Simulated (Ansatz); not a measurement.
## In3SbTe2: pressure series

Start from In3SbTe2 (space group Immm, No. 71; a cell from a computed database, its experimental status unchecked).

```xyz
6
Lattice="-2.2030 3.1049 6.6231 2.2030 -3.1049 6.6231 2.2030 3.1049 -6.6231" Properties=species:S:1:pos:R:3 pbc="T T T"
In     0.0000     0.0000     0.0000
In     0.0000     0.0000     8.7319
In     0.0000     0.0000     4.5143
Sb     0.0000     3.1049     0.0000
Te     2.2030     0.0000     2.2814
Te     0.0000     3.1049     4.3416
```

Cell and atoms are relaxed at each pressure.

All numbers come from PBE, PAW, 420 eV (Ansatz, a quantum-chemistry and plane-wave program; no spin-orbit coupling).

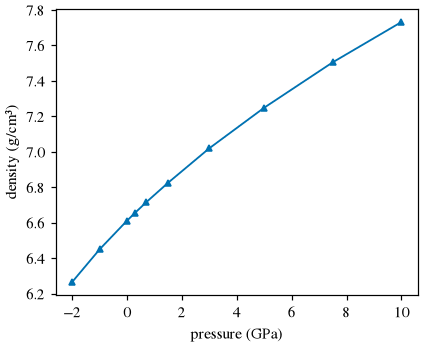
*Density against pressure*

**Question.** From the plot, what is the density for pressure −2 GPa?

**Answer.** About 6.3 g/cm³.

**Question.** Is the trend monotonic over the range shown?

**Answer.** Yes, it rises throughout, spanning 6.26 g/cm³ to 7.73 g/cm³.

Load acts through the strain it causes; cell and atoms are relaxed under it. No phonon test of stability was made. Competing high-pressure phases were not computed. All final runs are without spin polarisation.
